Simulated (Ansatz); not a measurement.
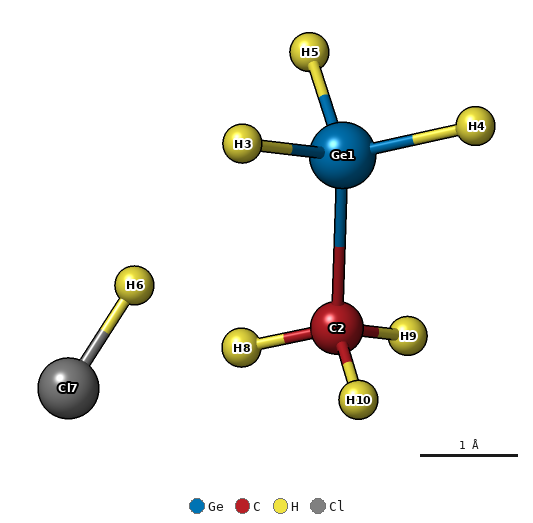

*The starting structure (ball-and-stick view, seen at a tilt; atoms are numbered from 1 in the order of the input). Sticks mark near contacts.*

**Run report: CH₇ClGe, nudged elastic band**

CH₇ClGe, computed with RKS PBE0-D4/def2-SVP (Ansatz 0.2.0).

Figures and captions count atoms from 1; the log counts them from 0 in places.

**What the program printed**
```
Functional definition: PBE0
  name "PBE0"
  cite "Adamo & Barone, J. Chem. Phys. 110, 6158 (1999) doi:10.1063/1.478522"
  cite "Perdew, Burke & Ernzerhof, Phys. Rev. Lett. 77, 3865 (1996) doi:10.1103/PhysRevLett.77.3865"
  parent pbe
  parameter a = 0.25
  parameter kappa = 0.804
  parameter beta = 0.06672455060314922
  exchange = (1 - a)*pbe_x(kappa = kappa, mu = beta*pi^2/3) + a*exact_x
  correlation = pbe_c(beta = beta)
1058 factors; integrals over basis functions are off by at most 3.0e-4 eV
mean field evaluation 1: about -70163.4963 eV, gradient 4.2e1 eV
mean field evaluation 2: about -70161.8678 eV, gradient 4.7e1 eV
mean field evaluation 4: about -70167.4436 eV, gradient 6.4e-1 eV
mean field evaluation 8: about -70167.4525 eV, gradient 2.5e-2 eV
mean field -70167.45253998 eV, -2578.6063196368 hartree, gradient 4.3e-5 eV, S^2 0.000000; 0 other end points of the search recorded, 0 dependent functions left out
the calculation of the forces begins
reference -70167.45256776 eV, -2578.6063206576 hartree; 31, 31 occupied and 68, 68 virtual orbitals, 1058 factors
1057 factors; integrals over basis functions are off by at most 1.3e-3 eV
mean field evaluation 16: about -70164.5841 eV, gradient 4.1e1 eV
mean field -70168.36706811 eV, -2578.6399279255 hartree, gradient 4.7e-5 eV, S^2 0.000000; 0 other end points of the search recorded, 0 dependent functions left out
[... from here on the field's lines of each further geometry are left out, up to the last ...]
WARN: NEB end point (image 0): max|allowed force component| = 2.654e-1 eV/Å (the criterion of neb.relax_end_points is 1.000e-2). That is over neb.f_tol: it is no minimum, so the barrier can be far off. Relax it first
WARN: NEB end point (image 6): max|allowed force component| = 2.948e-1 eV/Å (the criterion of neb.relax_end_points is 1.000e-2). That is over neb.f_tol: it is no minimum, so the barrier can be far off. Relax it first
NEB iter   1: max|band force component| = 4.092e0 eV/Å  barrier→ = 5.7696 eV  barrier← = 6.6697 eV  Δτ_max = 0.2000 Å  (181 SCF iters)
NEB iter   2: max|band force component| = 3.453e0 eV/Å  barrier→ = 4.4456 eV  barrier← = 5.3456 eV  Δτ_max = 0.2000 Å  (145 SCF iters)
NEB iter   3: max|band force component| = 1.020e1 eV/Å  barrier→ = 3.1168 eV  barrier← = 4.0169 eV  Δτ_max = 0.1020 Å  (141 SCF iters)
NEB iter   4: max|band force component| = 1.569e0 eV/Å  barrier→ = 2.7538 eV  barrier← = 3.6539 eV  Δτ_max = 0.2000 Å  (137 SCF iters)
NEB iter   5: max|band force component| = 4.346e0 eV/Å  barrier→ = 2.2823 eV  barrier← = 3.1824 eV  Δτ_max = 0.1003 Å  (135 SCF iters)
NEB iter   6: max|band force component| = 1.459e0 eV/Å  barrier→ = 2.1315 eV  barrier← = 3.0316 eV  Δτ_max = 0.2000 Å  (131 SCF iters)
NEB iter   7: max|band force component| = 8.502e-1 eV/Å  barrier→ = 1.8701 eV  barrier← = 2.7702 eV  Δτ_max = 0.2000 Å  (131 SCF iters)
NEB iter   8: max|band force component| = 5.960e-1 eV/Å  barrier→ = 1.5205 eV  barrier← = 2.4206 eV  Δτ_max = 0.2000 Å  (130 SCF iters)
NEB iter   9: max|band force component| = 1.236e0 eV/Å  barrier→ = 1.2903 eV  barrier← = 2.1904 eV  Δτ_max = 0.1020 Å  (132 SCF iters)
NEB iter  10: max|band force component| = 8.150e-1 eV/Å  barrier→ = 1.3448 eV  barrier← = 2.2449 eV  CI = image 3  Δτ_max = 0.2000 Å  (133 SCF iters)
NEB iter  11: max|band force component| = 9.462e-1 eV/Å  barrier→ = 1.6883 eV  barrier← = 2.5884 eV  CI = image 3  Δτ_max = 0.2000 Å  (132 SCF iters)
NEB iter  12: max|band force component| = 8.909e-1 eV/Å  barrier→ = 1.8836 eV  barrier← = 2.7837 eV  CI = image 3  Δτ_max = 0.0992 Å  (139 SCF iters)
NEB iter  13: max|band force component| = 4.595e-1 eV/Å  barrier→ = 1.8131 eV  barrier← = 2.7132 eV  CI = image 3  Δτ_max = 0.0943 Å  (132 SCF iters)
NEB iter  14: max|band force component| = 2.107e-1 eV/Å  barrier→ = 1.7868 eV  barrier← = 2.6869 eV  CI = image 3  Δτ_max = 0.0699 Å  (129 SCF iters)
NEB iter  15: max|band force component| = 1.354e-1 eV/Å  barrier→ = 1.7763 eV  barrier← = 2.6764 eV  CI = image 3  Δτ_max = 0.0676 Å  (123 SCF iters)
NEB iter  16: max|band force component| = 1.214e-1 eV/Å  barrier→ = 1.7718 eV  barrier← = 2.6719 eV  CI = image 3  Δτ_max = 0.0340 Å  (124 SCF iters)
NEB iter  17: max|band force component| = 1.208e-1 eV/Å  barrier→ = 1.7680 eV  barrier← = 2.6681 eV  CI = image 3  Δτ_max = 0.0170 Å  (122 SCF iters)
NEB iter  18: max|band force component| = 1.076e-1 eV/Å  barrier→ = 1.7657 eV  barrier← = 2.6658 eV  CI = image 3  Δτ_max = 0.0170 Å  (117 SCF iters)
NEB iter  19: max|band force component| = 9.190e-2 eV/Å  barrier→ = 1.7636 eV  barrier← = 2.6637 eV  CI = image 3  Δτ_max = 0.0170 Å  (114 SCF iters)
NEB iter  20: max|band force component| = 7.619e-2 eV/Å  barrier→ = 1.7618 eV  barrier← = 2.6619 eV  CI = image 3  Δτ_max = 0.0341 Å  (119 SCF iters)
NEB iter  21: max|band force component| = 6.559e-2 eV/Å  barrier→ = 1.7591 eV  barrier← = 2.6592 eV  CI = image 3  Δτ_max = 0.0684 Å  (127 SCF iters)
NEB iter  22: max|band force component| = 1.061e-1 eV/Å  barrier→ = 1.7575 eV  barrier← = 2.6576 eV  CI = image 3  Δτ_max = 0.0683 Å  (126 SCF iters)
NEB iter  23: max|band force component| = 8.107e-2 eV/Å  barrier→ = 1.7575 eV  barrier← = 2.6576 eV  CI = image 3  Δτ_max = 0.1377 Å  (122 SCF iters)
NEB iter  24: max|band force component| = 7.976e-2 eV/Å  barrier→ = 1.7576 eV  barrier← = 2.6577 eV  CI = image 3  Δτ_max = 0.1372 Å  (119 SCF iters)
NEB iter  25: max|band force component| = 1.265e-1 eV/Å  barrier→ = 1.7575 eV  barrier← = 2.6576 eV  CI = image 3  Δτ_max = 0.0683 Å  (120 SCF iters)
NEB iter  26: max|band force component| = 1.090e-1 eV/Å  barrier→ = 1.7575 eV  barrier← = 2.6576 eV  CI = image 3  Δτ_max = 0.0683 Å  (110 SCF iters)
NEB iter  27: max|band force component| = 6.013e-2 eV/Å  barrier→ = 1.7574 eV  barrier← = 2.6575 eV  CI = image 3  Δτ_max = 0.0900 Å  (106 SCF iters)
the calculation of the forces begins
reference -70168.31204670 eV, -2578.6379059259 hartree; 31, 31 occupied and 68, 68 virtual orbitals, 1057 factors
these checks for a lower state are left out or cut short: stability, starts, cluster_reference, orbital_swaps, neighbouring_geometries, increment
1057 factors; integrals over basis functions are off by at most 1.3e-3 eV
mean field -70168.36221134 eV, -2578.6397494426 hartree, gradient 7.9e-7 eV, S^2 0.000000; 0 other end points of the search recorded, 0 dependent functions left out
the calculation of the forces begins
reference -70168.36223956 eV, -2578.6397504795 hartree; 31, 31 occupied and 68, 68 virtual orbitals, 1057 factors
NEB iter  28: max|band force component| = 3.970e-2 eV/Å  barrier→ = 1.7574 eV  barrier← = 2.6575 eV  CI = image 3  Δτ_max = 0.0000 Å  (925 SCF iters)
```

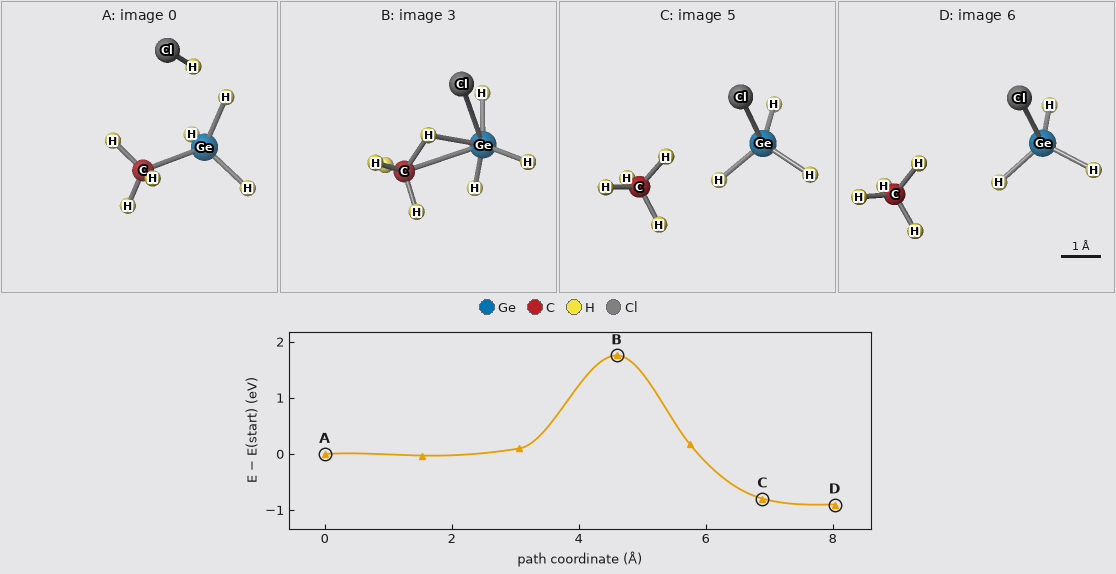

*Images of the last band (counted from 0; ball-and-stick, seen at a tilt) above the energy along the path; the line is a cubic interpolation that uses the forces.*

The highest image is number 3, 1.757 eV above the start and 2.658 eV above the end (the climbing image); the end lies 0.900 eV below the start. The path is 8.03 Å long. The band converged in 28 iterations. The end points carry forces over 0.1 eV/Å, so they aren't fully relaxed minima and the barriers are approximate.

```
WARN: NEB end point (image 0): the path dips 0.027823 eV below it before the top, so the barrier from the dip is that much higher. The path crosses a lower well, or the end point is a saddle point, which neb.relax_end_points tests for
Total energy: -70165.82787167 eV, -2578.5466141774 hartree
Atom 0 at    -0.328790     0.656117    -0.883155 Å, force    -0.000170    -0.000737     0.000133 eV/Å
Atom 1 at     0.175614    -0.983291     0.584426 Å, force     0.003953     0.001231     0.000260 eV/Å
Atom 2 at    -1.575128     1.460270    -0.527191 Å, force    -0.001149     0.000807     0.000152 eV/Å
Atom 3 at     0.880374     1.272184    -1.579637 Å, force     0.001000     0.000706    -0.000808 eV/Å
Atom 4 at    -0.800647    -0.536402    -1.770856 Å, force     0.000111     0.000321     0.000158 eV/Å
Atom 5 at     0.379119     0.228411     0.848458 Å, force     0.000786     0.000804    -0.000638 eV/Å
Atom 6 at     0.683170     1.925772     1.251619 Å, force    -0.000797    -0.000930    -0.000255 eV/Å
Atom 7 at    -0.842433    -1.391098     0.597583 Å, force    -0.001012    -0.000988     0.000390 eV/Å
Atom 8 at     0.828702    -1.515256    -0.118131 Å, force    -0.001428    -0.000576    -0.000389 eV/Å
Atom 9 at     0.600018    -1.116704     1.596784 Å, force    -0.001293    -0.000638     0.000997 eV/Å
Dipole moment:    -0.247502    -0.766875    -0.441447 e Å
```

**The last band as extended XYZ (Å, eV, eV/Å)**
```
10
Properties=species:S:1:pos:R:3:forces:R:3 image=0 energy=-70167.58529
Ge   -0.1618   -0.0547   -1.1614   -0.0022   0.0143   0.0298
C     0.5708   -0.9957    0.3801   -0.1188   0.1543  -0.2456
H    -0.7741    1.2977   -0.7170   -0.0054   0.0122   0.0054
H     0.9293    0.2586   -2.1980    0.0281   0.0049  -0.0212
H    -1.2840   -0.8640   -1.8315   -0.0249  -0.0221  -0.0124
H    -0.7518    1.8319    1.1161   -0.0186  -0.0170  -0.1712
Cl   -0.6665    2.0609    2.3784    0.0301  -0.0140   0.1445
H    -0.2127   -1.1914    1.1127   -0.2168  -0.0416   0.2139
H     1.0027   -1.9462    0.0645    0.1206  -0.2654  -0.0868
H     1.3481   -0.3971    0.8559    0.2080   0.1743   0.1436
10
Properties=species:S:1:pos:R:3:forces:R:3 image=1 energy=-70167.61312
Ge   -0.2685    0.0154   -1.0781   -0.0018   0.0018   0.0006
C     0.3977   -1.1550    0.3299   -0.0029   0.0017   0.0015
H    -1.2086    1.0896   -0.4730   -0.0075  -0.0033  -0.0018
H     0.8854    0.7504   -1.7835   -0.0022   0.0064   0.0049
H    -1.0875   -0.7654   -2.1229    0.0058  -0.0012  -0.0019
H    -0.5524    1.9940    1.1647    0.0108  -0.0115   0.0041
Cl    0.2530    2.2154    2.1488    0.0037   0.0038  -0.0106
H    -0.4327   -1.7013    0.7997   -0.0021  -0.0013  -0.0020
H     1.1073   -1.8846   -0.0858    0.0010   0.0034   0.0012
H     0.9063   -0.5585    1.1002   -0.0047   0.0003   0.0040
10
Properties=species:S:1:pos:R:3:forces:R:3 image=2 energy=-70167.48612
Ge   -0.3523    0.2056   -1.0433   -0.0018  -0.0622  -0.0209
C     0.1746   -1.0697    0.3594   -0.0107  -0.0213  -0.0434
H    -1.5074    1.1112   -0.5765    0.0273  -0.0300   0.0115
H     0.8302    1.0767   -1.4982   -0.0007  -0.0351   0.0147
H    -0.8397   -0.6506   -2.2239   -0.0278   0.0025  -0.0721
H     0.2385    1.0867    1.4597   -0.0136   0.1282   0.0984
Cl    0.6130    2.3033    1.6646    0.0266   0.0476   0.0753
H    -0.7052   -1.6599    0.6528    0.0064  -0.0352   0.0066
H     0.9243   -1.7504   -0.0688   -0.0058  -0.0514  -0.0073
H     0.6238   -0.6529    1.2741    0.0001   0.0567  -0.0629
10
Properties=species:S:1:pos:R:3:forces:R:3 image=3 energy=-70165.82785
Ge   -0.3288    0.6561   -0.8832   -0.0002  -0.0007   0.0001
C     0.1756   -0.9833    0.5844    0.0040   0.0012   0.0003
H    -1.5751    1.4603   -0.5272   -0.0011   0.0008   0.0002
H     0.8804    1.2722   -1.5796    0.0010   0.0007  -0.0008
H    -0.8006   -0.5364   -1.7709    0.0001   0.0003   0.0002
H     0.3791    0.2284    0.8485    0.0008   0.0008  -0.0006
Cl    0.6832    1.9258    1.2516   -0.0008  -0.0009  -0.0003
H    -0.8424   -1.3911    0.5976   -0.0010  -0.0010   0.0004
H     0.8287   -1.5153   -0.1181   -0.0014  -0.0006  -0.0004
H     0.6000   -1.1167    1.5968   -0.0013  -0.0006   0.0010
10
Properties=species:S:1:pos:R:3:forces:R:3 image=4 energy=-70167.40380
Ge   -0.2902    1.1146   -0.9105    0.0697   0.5800  -0.0709
C     0.2062   -1.2376    0.7751    0.0747  -0.2963   0.2371
H    -1.6067    1.8510   -0.7109   -0.1381   0.3642  -0.3615
H     0.8034    1.5152   -1.8916   -0.1347   0.3567  -0.3570
H    -0.7125   -0.3092   -1.3687    0.2499   0.1458   0.4705
H     0.3928   -0.1639    0.8582   -0.0405  -0.4512   0.0379
Cl    0.7264    1.9256    0.9338   -0.1857   0.0841  -0.4054
H    -0.8709   -1.4322    0.6933    0.0508  -0.1210   0.1061
H     0.7365   -1.6525   -0.0918    0.0242  -0.1075   0.1129
H     0.6149   -1.6110    1.7130    0.0296  -0.5549   0.2303
10
Properties=species:S:1:pos:R:3:forces:R:3 image=5 energy=-70168.37923
Ge   -0.3010    1.4387   -1.0651    0.0222   0.0818  -0.0395
C     0.2248   -1.4887    0.9275   -0.0191  -0.0513   0.0222
H    -1.5413    2.3293   -1.1205   -0.0427   0.1171  -0.1156
H     0.7159    1.6902   -2.1814   -0.0418   0.0852  -0.0887
H    -0.7130   -0.0366   -1.0425    0.0414   0.0664   0.0727
H     0.4843   -0.4345    1.0720    0.0390  -0.0729   0.0683
Cl    0.7172    2.0031    0.7723   -0.0368   0.0422  -0.0511
H    -0.8668   -1.5826    0.8426    0.0212  -0.0723   0.0518
H     0.6934   -1.8592    0.0054    0.0187  -0.0539   0.0411
H     0.5865   -2.0595    1.7896   -0.0020  -0.1422   0.0388
10
Properties=species:S:1:pos:R:3:forces:R:3 image=6 energy=-70168.48539
Ge   -0.3440    1.7384   -1.2475   -0.0579  -0.0152  -0.0853
C     0.2532   -1.7742    1.1179    0.0076   0.0098   0.0085
H    -1.6015    2.6092   -1.1631   -0.0413   0.0147  -0.0178
H     0.4949    2.0734   -2.4847    0.0051   0.0029  -0.0468
H    -0.6776    0.2461   -1.1716   -0.0180  -0.0401  -0.0125
H     0.6160   -0.7620    1.2945    0.0922   0.2867   0.0325
Cl    0.8630    2.2082    0.4769    0.1114   0.0215   0.1679
H    -0.8364   -1.7715    1.0897   -0.2948   0.0004  -0.0083
H     0.6403   -2.1397    0.1668    0.1040  -0.0990  -0.2576
H     0.5921   -2.4281    1.9211    0.0918  -0.1815   0.2194
```

This output came from the following input.

**Input**
```yaml
crystal:
  periodic: [false, false, false]
  atoms:
    - {symbol: Ge, position_ang: [-0.161817, -0.054670, -1.161402]}
    - {symbol: C, position_ang: [0.570796, -0.995718, 0.380088]}
    - {symbol: H, position_ang: [-0.774052, 1.297684, -0.716961]}
    - {symbol: H, position_ang: [0.929304, 0.258573, -2.198024]}
    - {symbol: H, position_ang: [-1.283980, -0.863997, -1.831454]}
    - {symbol: H, position_ang: [-0.751787, 1.831928, 1.116054]}
    - {symbol: Cl, position_ang: [-0.666522, 2.060914, 2.378433]}
    - {symbol: H, position_ang: [-0.212676, -1.191432, 1.112732]}
    - {symbol: H, position_ang: [1.002671, -1.946200, 0.064518]}
    - {symbol: H, position_ang: [1.348062, -0.397080, 0.855916]}
basis:
  gaussian: {orbitals: def2-SVP}
hamiltonian: {xc: pbe0, dispersion: d4}
neb:
  images: 5
  climbing: true
  max_iterations: 40
  initial_path: idpp
  final_atoms:
    - {symbol: Ge, position_ang: [-0.735528, 1.320559, -1.552970]}
    - {symbol: C, position_ang: [0.702829, -1.400977, 1.415968]}
    - {symbol: H, position_ang: [-2.222646, 1.536234, -1.850790]}
    - {symbol: H, position_ang: [0.153933, 1.922905, -2.645111]}
    - {symbol: H, position_ang: [-0.412045, -0.154870, -1.303342]}
    - {symbol: H, position_ang: [0.547356, -0.325249, 1.493417]}
    - {symbol: Cl, position_ang: [-0.298928, 2.384402, 0.271504]}
    - {symbol: H, position_ang: [-0.242306, -1.890188, 1.180476]}
    - {symbol: H, position_ang: [1.425891, -1.609139, 0.627355]}
    - {symbol: H, position_ang: [1.081444, -1.783678, 2.363394]}
```

Launch command:
```bash
ansatz run in.yaml --threads 3 --pin off --events-out ev --progress --plain --max-ram 6092MiB
```

**Summary**

```json
{"quantity": "outcome", "value": "converged"}
{"quantity": "barrier, forward", "value": "1.757 eV"}
{"quantity": "barrier, backward", "value": "2.658 eV"}
{"quantity": "dipole moment (one image of the band)", "value": "4.41 D"}
{"quantity": "hardware", "value": "3 CPU threads, shared host"}
{"quantity": "wall time", "value": "5.3 min (CPU time 13 min)"}
{"quantity": "peak memory", "value": "0.51 GiB"}
```
